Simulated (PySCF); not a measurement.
Input

```
{"job": {"kind": "uv", "xc": "PBE0", "basis": "def2-SVPD", "nstates": 8, "ntriplets": 3}, "charge": 0, "multiplicity": 1}
F      1.750793     1.440194     1.255164
Si     2.139434     0.100147     0.453422
Se     1.020913    -0.042979    -1.498732
C     -0.711801    -0.770185    -0.872852
Si    -1.753679     0.478681     0.127390
H      3.546966     0.234994     0.141361
H      1.751670    -0.967296     1.359543
H     -0.486214    -1.674288    -0.307551
H     -1.227244    -1.068192    -1.785833
H     -3.024582    -0.192197     0.413352
H     -1.051338     0.784316     1.372721
H     -1.953718     1.676120    -0.684012
```

Launched as:

```sh
OMP_NUM_THREADS=1 python probes_run.py task.json out
```

Geometry: GFN2-xTB.

Level of theory: PBE0/def2-SVPD, SCF density, gas phase in PySCF 2.14.0.

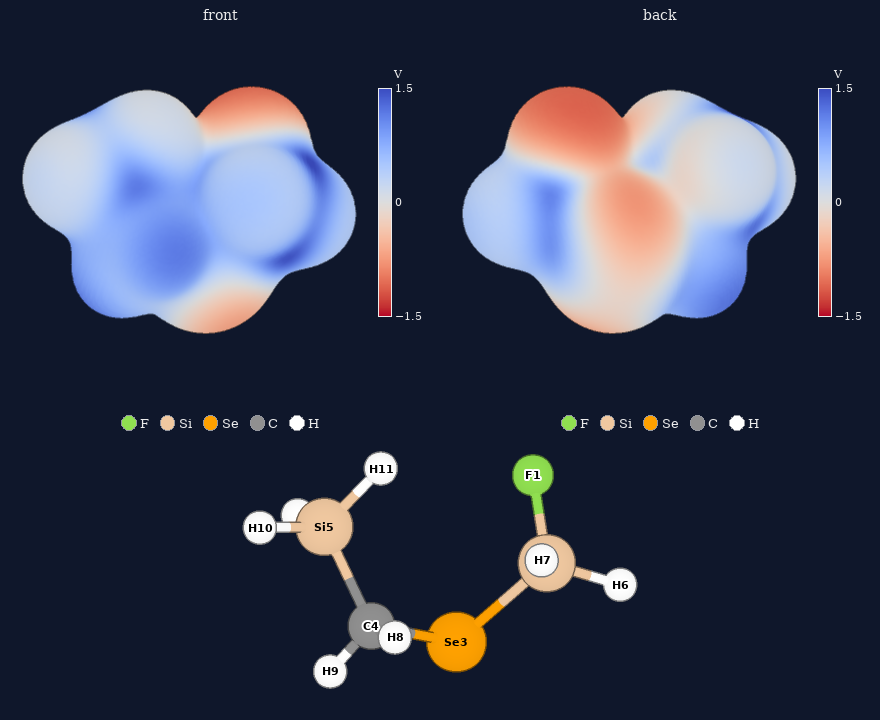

CH$_{7}$FSeSi$_{2}$. The electrostatic potential painted on the density surface at 0.002 e/bohr³, seen from the front and from behind; red is negative and blue positive. The bare structure is drawn below in the same view.

Question: Which sites attract a positive test charge, and which a negative one?

Answer: A positive charge is drawn to the negative regions and a negative charge to the positive ones. The most negative region (about −1.1 V) lies over F1, the most positive (about +1.4 V) over Si2.

Question: How polar is the molecule by this calculation?

Answer: Its dipole moment is 1.87 D.
